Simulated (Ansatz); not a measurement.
# BaWO4 (I4_1/a): a many-body input that goes wrong, and its mend

A first try at the G0W0 gap of BaWO4 (I4_1/a), what the program said, and an input that works.

Calculated with Ansatz 0.2.0; G0W0 on r2SCAN, plane waves, PAW.

## (1) Set-up

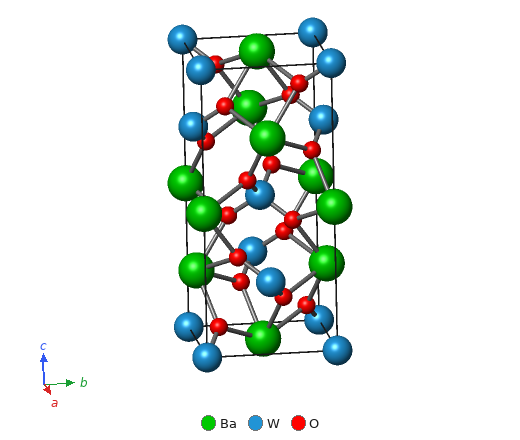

The starting structure, seen slightly off an axis (barium green, tungsten blue, oxygen red). This picture shows the conventional cell, with its axes. Bonds to atoms that aren't drawn are left out. Some periodic images of atoms are drawn too.

The cell and positions are those that the Materials Project relaxed with its own functionals (PBE, PBE+U or r2SCAN), kept fixed. Spin-orbit coupling is left out unless a step names it. The default PAW set here is soft_2. Its files were made with PBE.

## (2) First try

The input, input.yaml:

```yaml
crystal:
  lattice:
    - [-2.833365905, 2.833365905, 6.36926687]
    - [2.833365905, -2.833365905, 6.36926687]
    - [2.833365905, 2.833365905, -6.36926687]
  atoms:
    - { symbol: Ba, position: [0.25, 0.75, 0.5] }
    - { symbol: Ba, position: [0.5, 0.5, 0.0] }
    - { symbol: W, position: [0.75, 0.25, 0.5] }
    - { symbol: W, position: [0.0, 0.0, 0.0] }
    - { symbol: O, position: [0.15214477, 0.04689186, 0.35623995] }
    - { symbol: O, position: [0.69065191, 0.79590482, 0.64376005] }
    - { symbol: O, position: [0.05934809, 0.45409518, 0.85623995] }
    - { symbol: O, position: [0.54590482, 0.40214477, 0.60525291] }
    - { symbol: O, position: [0.20409518, 0.84785523, 0.89474709] }
    - { symbol: O, position: [0.95310814, 0.30934809, 0.10525291] }
    - { symbol: O, position: [0.79689186, 0.94065191, 0.39474709] }
    - { symbol: O, position: [0.59785523, 0.20310814, 0.14376005] }
kpoints:
  mp_grid: { grid: [4, 4, 4] }
hamiltonian:
  xc: r2scan
scf:
  occupations: { method: fixed }
gw:
  n_empty_bands: 332
  ecut_chi: 10
  qp_bands: [v4, c4]
  qp_kpoints: band_edges
  screening: { model: contour_deformation }
```

On the command line:

```
> ansatz run input.yaml --threads 3 --pin off --max-ram 92160MiB --backend cuda --events-out ev --progress --plain --runs-dir out --devices 1 --max-vram 13GiB
```

Numbers of over 12 decimals in the logs are rounded to 6 here.

The log of the run:

```text
GPUs: using 1 of 1 available (devices: 1).
Engine: ansatz 0.2.0, x86_64-unknown-linux-gnu
Pseudopotentials: kind: paw
Pseudopotential: Ba, paw, valence charge 10, recommended cutoff 500 eV (meta_gga), Ba.paw.azcp
Pseudopotential: W, paw, valence charge 14, recommended cutoff 500 eV (meta_gga), W.paw.azcp
Pseudopotential: O, paw, valence charge 6, recommended cutoff 500 eV (meta_gga), O.paw.azcp
Functional definition: r2SCAN
  parameter k0 = 0.174
  parameter k1 = 0.065
  parameter a1 = 4.9479
  exchange = r2scan_x(k0 = k0, k1 = k1, a1 = a1)
  correlation = r2scan_c
device memory: the entry about to start is reckoned to put 4.1 GiB on a device that reports 61.8 GiB free (of which the cap on the GPU budget leaves the run 13.0 GiB)
GPU FFT provider: cuFFT
GPU libraries: cuBLAS 13.8.2, cuFFT 12.4.0, cuSOLVER 12.3.4
Crystal: 12 atoms, lattice volume = 204.529 Å³
Basis set: ecut = 500 eV, 5199 PW (Γ), exchange–correlation on 240×240×240 points (64 copies of the dense FFT grid, shifted against one another)
Bands: 60, of which v1, the nominal top of the filled ones, is band 48 counted from 1 (47 counted from 0)
Symmetry: 8 space group operations
Space group: I41/a (ITA 88), of the structure as read, at distance tolerance 5.9e-5 Å
k-points: 14 of 64
Non-local potential: Ba, projectors of the file, l = 0: 3, l = 1: 2, l = 2: 2, l = 3: 2
Non-local potential: W, projectors of the file, l = 0: 3, l = 1: 2, l = 2: 2, l = 3: 1
Non-local potential: O, projectors of the file, l = 0: 2, l = 1: 2, l = 2: 1
PAW form: soft (Blöchl's): semilocal exchange-correlation on the pseudo side does not see the compensation charge
PAW frozen core: Ba, regenerated for the run's functional (the file was generated under x = pbe(κ = 0.804, μ = 0.219515), c = pbe(β = 0.066725))
PAW frozen core: W, regenerated for the run's functional (the file was generated under x = pbe(κ = 0.804, μ = 0.219515), c = pbe(β = 0.066725))
PAW frozen core: O, regenerated for the run's functional (the file was generated under x = pbe(κ = 0.804, μ = 0.219515), c = pbe(β = 0.066725))
PAW one-centre angular grid: Ba, 302 points (default); XC on 160 Gauss nodes
PAW one-centre angular grid: W, 590 points (default); XC on 160 Gauss nodes
PAW one-centre angular grid: O, 302 points (default); XC on 160 Gauss nodes
Initial density: superposition of atomic densities (neutral atoms: chi_scale 0, normalization atom), corrected by the library's trained network
Initial wavefunctions: pseudopotential atomic-orbital guess
GPU buffer pool allocated for 216000 grid points (all kernels)
GPU transforms: local potential and band sums: pruned to the plane-wave sphere, on 60×60×60
Functional: x = r2scan, c = r2scan; τ floored in thin density (d = 2e-4 eV/Å³)
SCF iter   1: F=—  HF=-37285.697941 eV  |F-HF|=—  |Δ(HF+E_count)|=         —  Δρ=8.25e-3  dr2=1.84e-1  dr2_τ=7.35e-1  ethr=1.77e-3  ⟨swp⟩=4.9  Hψ=3027  notcnv=0  defer=124
preconditioner: auto → Resta (q_TF=auto, 2.405 Å⁻¹)  ε∞=4.0  [insulator: Δε(μ)=5.311 eV  Ē_g=13.079 eV  n_scr=36 (ndim 8)  ℏωp=22.6 eV  f_vac=0.061  ε∞_Penn≈4.0]
SCF iter   2: F=—  HF=-37285.867487 eV  |F-HF|=—  |Δ(HF+E_count)|=   1.70e-1  Δρ=4.85e-3  dr2=1.90e-2  dr2_τ=1.35e-2  ethr=1.92e-4  ⟨swp⟩=2.5  Hψ=1547  notcnv=0  defer=135
SCF iter   3: F=—  HF=-37285.867010 eV  |F-HF|=—  |Δ(HF+E_count)|=   4.78e-4  Δρ=2.19e-3  dr2=6.78e-3  dr2_τ=6.11e-4  ethr=1.98e-5  ⟨swp⟩=2.0  Hψ=1094  notcnv=0  defer=139
SCF iter   4: F=—  HF=-37285.866379 eV  |F-HF|=—  |Δ(HF+E_count)|=   6.31e-4  Δρ=3.55e-4  dr2=2.13e-4  dr2_τ=2.84e-5  ethr=7.06e-6  ⟨swp⟩=2.5  Hψ=1328  notcnv=0  defer=140
SCF iter   5: F=—  HF=-37285.866441 eV  |F-HF|=—  |Δ(HF+E_count)|=   6.18e-5  Δρ=1.06e-4  dr2=3.33e-5  dr2_τ=1.69e-6  ethr=2.22e-7  ⟨swp⟩=2.0  Hψ=1259  notcnv=0  defer=128
SCF iter   6: F=—  HF=-37285.866444 eV  |F-HF|=—  |Δ(HF+E_count)|=   2.99e-6  Δρ=1.90e-5  dr2=8.51e-7  dr2_τ=1.16e-7  ethr=3.47e-8  ⟨swp⟩=3.0  Hψ=1642  notcnv=0  defer=111
[...]
NSCF: frozen V_eff on 14 k-points
[...]
device memory: the entry about to start is reckoned to put 3.6 GiB on a device that reports 59.5 GiB free (of which the cap on the GPU budget leaves the run 13.0 GiB)
NSCF: frozen V_eff on 14 k-points
G₀W₀ screening: q 1/14
[... further progress lines ...]
device memory: the entry about to start is reckoned to put 0.8 GiB on a device that reports 46.6 GiB free (of which the cap on the GPU budget leaves the run 13.0 GiB)
NSCF: frozen V_eff on 1 k-points
device memory: the entry about to start is reckoned to put 0.8 GiB on a device that reports 46.6 GiB free (of which the cap on the GPU budget leaves the run 13.0 GiB)
NSCF: frozen V_eff on 1 k-points
SCF converged after 7 iterations
Free energy (F): -37285.866444 eV
Harris-Foulkes:  -37285.866444 eV  (|F-HF|=2.91e-8)
Internal energy: -37285.866444 eV  (E = F + TS)
E sigma→0 (E₀):  -37285.866444 eV
Fermi energy:    5.400793 eV
--- Per-component energies (eV) ---
  E_band       = -822.170147
  E_kinetic    = 2635.363613
  E_local      = -6734.877094  (includes V_loc(G=0)·N_el)
  E_nonlocal   = 489.960821
  E_hartree    = 2487.554916
  E_xc         = -1396.345416
  E_vxc        = -1657.812655  (∫ρ·V_xc dr)
  E_paw        = -28965.984550  (= ΣΔE_a)
  E_vpaw       = -627.584516  (= ΣTr[D̂ρ^β])
  E_aug_tail   = 0.008006  (compensation charges beyond the density's cutoff)
  E_vtau       = 97.648227  (kinetic-family band-sum trace: ∫τ·v_τ [+ j·A + Jᵃ·Aᵃ] dr)
  E_ewald      = -5800.256147
  E_core_change = -1.290593  (= ΣΔE_core)
  E_smearing   = -0.000000  (= −TS)
  E_closure    = 0.000000  (closes the sum)
  Σ components = -37285.866444   (vs F -37285.866444, Δ=0.00e0)
--- Band table (eV; the first three rows and the last of 14) ---
  k-point 0: bands = [... 44 lower, 4.9325, 5.1585, 5.4008, 5.4008, 10.5816, 10.7838, 10.9734, 11.1209, ... 8 higher]
  k-point 1: bands = [... 44 lower, 5.0458, 5.0494, 5.1013, 5.3092, 10.7159, 10.8755, 10.9096, 11.2001, ... 8 higher]
  k-point 2: bands = [... 44 lower, 5.0658, 5.0658, 5.1513, 5.1513, 10.6899, 10.6899, 11.1166, 11.1166, ... 8 higher]
  k-point 13: bands = [... 44 lower, 5.1399, 5.1399, 5.2997, 5.2997, 10.5588, 10.5588, 10.8363, 10.8363, ... 8 higher]
--- G₀W₀: contour deformation, 6 samples at zero and on the imaginary axis and 0 off it, 64 q-points, 332 empty bands' worth ---
  eigenvalues of the whole cell's RPA ε∞ on this k-mesh (on a slab, of 1 + 4πα/V) = 3.4349, 3.4900, 3.4900; static W/v taken at q = 0 is 0.287789
  gw.qp_kpoints: band_edges: 14 of 14 stored k-points solved, in 1 pass; an edge of the gap read off the rows below is read off those points alone
    ik  band        ε_KS         Σx   Σc(E_QP)       V_xc       Z   E_QP_lin       E_QP  E_QP is
     0    45      4.9325   -25.1298     3.4622   -20.4370  0.8389     3.6861     3.7019  root
     0    46      5.1585   -25.3120     3.4818   -20.5867  0.8387     3.8990     3.9150  root
     0    47      5.4008   -25.6430     3.4662   -20.9717  0.8406     4.1812     4.1958  root
     0    48      5.4008   -25.6430     3.4662   -20.9717  0.8406     4.1812     4.1958  root
     0    49     10.5816   -14.9012    -3.3718   -20.3659  0.8524    12.7157    12.6744  root
     0    50     10.7838   -15.0018    -3.3488   -20.4572  0.8524    12.9324    12.8903  root
     0    51     10.9734   -15.7189    -3.4071   -21.2128  0.8481    13.1041    13.0602  root
     0    52     11.1209   -16.2398    -3.3716   -21.7803  0.8485    13.3375    13.2899  root
     1    45      5.0458   -25.4261     3.5121   -20.6937  0.8391     3.8100     3.8255  root
     1    46      5.0494   -25.1713     3.5244   -20.4115  0.8380     3.7978     3.8140  root
     1    47      5.1013   -25.2392     3.4906   -20.5073  0.8385     3.8439     3.8600  root
     1    48      5.3092   -25.4789     3.4761   -20.7838  0.8396     4.0750     4.0901  root
     1    49     10.7159   -15.2666    -3.3464   -20.6989  0.8512    12.8433    12.8017  root
     1    50     10.8755   -15.9401    -3.3582   -21.4306  0.8492    13.0528    13.0078  root
[...]
13    48      5.2997   -25.5693     3.4953   -20.8666  0.8400     4.0774     4.0923  root
    13    49     10.5588   -14.1498    -3.3156   -19.4473  0.8545    12.5758    12.5406  root
    13    50     10.5588   -14.1498    -3.3156   -19.4473  0.8545    12.5758    12.5406  root
    13    51     10.8363   -15.3988    -3.3666   -20.8881  0.8511    13.0025    12.9589  root
    13    52     10.8363   -15.3988    -3.3666   -20.8881  0.8511    13.0025    12.9589  root
```

Wall time 71 s (1 × NVIDIA H100 80GB HBM3 (shared by 6 runs) with 3 threads of AMD EPYC 7R13 (Zen 3), shared host); peak memory 2.4 GiB; 99 s of CPU time.

In the SCF lines HF is the Harris–Foulkes energy and dr2 the Hartree energy of the density residual, in eV; the loop may stop once dr2 is under the threshold and the program's other checks hold. Hψ counts applications of the Hamiltonian.

**Diagnosis.**

The run ended normally, though the input holds a fault or crude settings.

The fault: screening cutoff of 10 eV. Nearly all local fields and short-range correlation are left out.

It printed a gap of 8.34 eV, which is an artefact of the settings.

## (3) A better input

Now the one-shot GW correction: screening in the RPA, then the self-energy of the levels asked for.

Changes to input.yaml since step 2:

```diff
@@ -25,4 +25,4 @@
 gw:
-  n_empty_bands: 332
-  ecut_chi: 10
+  n_empty_bands: 478
+  ecut_chi: 102
   qp_bands: [v4, c4]
```

The log of the run:

```text
GPUs: using 1 of 1 available (devices: 1).
[...]
GPU FFT provider: cuFFT
GPU libraries: cuBLAS 13.8.2, cuFFT 12.4.0, cuSOLVER 12.3.4
Crystal: 12 atoms, lattice volume = 204.529 Å³
Basis set: ecut = 500 eV, 5199 PW (Γ), exchange–correlation on 240×240×240 points (64 copies of the dense FFT grid, shifted against one another)
Bands: 60, of which v1, the nominal top of the filled ones, is band 48 counted from 1 (47 counted from 0)
Symmetry: 8 space group operations
[...]
k-points: 14 of 64
[...]
GPU buffer pool allocated for 216000 grid points (all kernels)
[...]
SCF iter   1: F=—  HF=-37285.697941 eV  |F-HF|=—  |Δ(HF+E_count)|=         —  Δρ=8.25e-3  dr2=1.84e-1  dr2_τ=7.35e-1  ethr=1.77e-3  ⟨swp⟩=4.9  Hψ=3027  notcnv=0  defer=124
[...]
0    45      4.9325   -25.1298     4.1616   -20.4370  0.7680     4.3979     4.4013  root
     0    46      5.1585   -25.3120     4.2365   -20.5867  0.7659     4.6669     4.6697  root
     0    47      5.4008   -25.6430     4.2175   -20.9717  0.7667     4.9446     4.9470  root
     0    48      5.4008   -25.6430     4.2175   -20.9717  0.7667     4.9446     4.9470  root
     0    49     10.5816   -14.9012    -3.9527   -20.3659  0.8131    12.1142    12.0935  root
     0    50     10.7838   -15.0018    -3.9172   -20.4572  0.8135    12.3433    12.3219  root
     0    51     10.9734   -15.7189    -3.8371   -21.2128  0.8041    12.6567    12.6302  root
     0    52     11.1209   -16.2398    -3.8479   -21.7803  0.8040    12.8412    12.8134  root
[...]
13    49     10.5588   -14.1498    -3.8439   -19.4473  0.8178    12.0305    12.0124  root
    13    50     10.5588   -14.1498    -3.8439   -19.4473  0.8178    12.0305    12.0124  root
    13    51     10.8363   -15.3988    -3.9087   -20.8881  0.8101    12.4400    12.4168  root
    13    52     10.8363   -15.3988    -3.9087   -20.8881  0.8101    12.4400    12.4168  root
[key lines of the parts left out:]
SCF converged after 7 iterations
Free energy (F): -37285.866444 eV
Fermi energy:    5.400793 eV
```

It took 2.1 min on 1 × NVIDIA H100 80GB HBM3 (shared by 6 runs) with 3 threads; peak memory 2.8 GiB.

This step gave:

| Property | Result |
| --- | --- |
| bands summed | 526 |
| RPA ε∞ on this mesh (eigenvalues) | 3.051, 3.052, 3.052 |
| plane waves in the screening matrix | 471 |
| q-points in the mesh | 64 |
| G0W0 gap on the mesh | 7.065 eV |
| k of the valence top | 0, 0, 0 |
| k of the conduction bottom | -0.5, -0.5, -0.5 |
| starting gap on the mesh | 5.158 eV |
| Z at the valence top | 0.7667 |
| Z at the conduction bottom | 0.8178 |
| least direct G0W0 gap on the computed points | 7.146 eV |

The gap on the mesh goes from 5.16 eV to 7.07 eV, a correction of +1.91 eV. Between the two edge states, bare exchange in place of the xc potential would open the gap by 9.97 eV, and correlation takes back 8.06 eV.

## (4) Results

- first try: converged after 71 s
- better run: G0W0 gap on the mesh 7.07 eV (4×4×4 mesh, 478 empty bands, screening to 102 eV)

**Reading.** The second run differs in: empty bands and screening cutoff (eV). Bands and cutoff are finite, so the gap is not at the basis limit. The miss can reach some tenths of an eV and take either sign; the mesh is an error of its own. The many-body steps are scalar-relativistic: spin-orbit coupling is not in them.

[Paths, hosts, dates, memory and timing lines, banners, echoed tables and standing remarks are left out of the program output.]

[Logs are printed without paths, hosts, clocks, repeated set-up lines and the standing remarks that a program may print on its own settings, such as how far it seeks lower states.]

[Runs of the session that timed out or met a known fault of the program may be left out.]

[Cells called generated may have been cut or substituted from an entry of the Crystallography Open Database or the Materials Project.]

[Hosts, paths, dates, database ids (printed as entryN), source tags and the programs' standing remarks are cut or masked in the printed files.]
